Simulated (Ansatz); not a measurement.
The compound is NaBI (space group P4/mmm, No. 123), taken as coordinates from a relaxation with Ansatz, DFT PBE, scalar-relativistic, plane waves, PAW; the starting structure was generated, so it need not be a known form of this composition.

```cif
data_structure
_symmetry_space_group_name_H-M 'P 1'
_symmetry_Int_Tables_number 1
_cell_length_a 3.9815
_cell_length_b 3.9815
_cell_length_c 4.7652
_cell_angle_alpha 90.000
_cell_angle_beta 90.000
_cell_angle_gamma 90.000
_cell_volume 75.54
loop_
_atom_site_label
_atom_site_type_symbol
_atom_site_fract_x
_atom_site_fract_y
_atom_site_fract_z
_atom_site_occupancy
Na1 Na 0.50000 0.50000 0.50000 1
B1 B 0.00000 0.00000 0.50000 1
I1 I 0.00000 0.00000 0.00000 1
```

Describe how the polyhedra about Na are linked (bonds: I–Na below 4.1 Å).

Na: NaI8 cube, sharing corners with eight neighbours, edges with twelve neighbours and faces with six neighbours.

They form a three-dimensional framework of corner-, edge- and face-sharing cubes.

Centre to centre across a shared corner: 7.38 Å; across a shared edge: 5.63 to 6.21 Å; across a shared face: 3.98 to 4.77 Å.

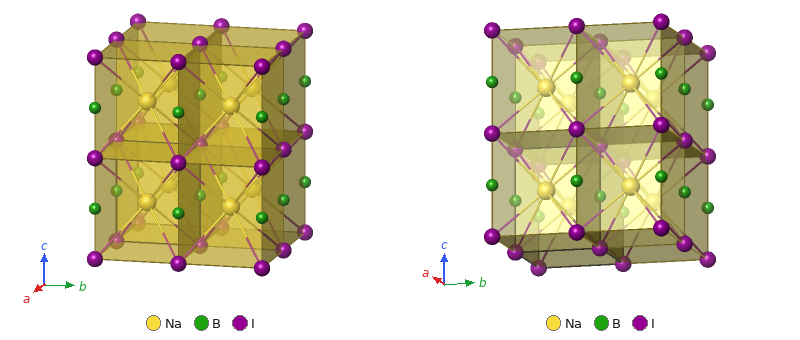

Polyhedra are drawn about Na (bonds: I–Na below 4.1 Å); other atoms are plain spheres. Two views of the same piece.
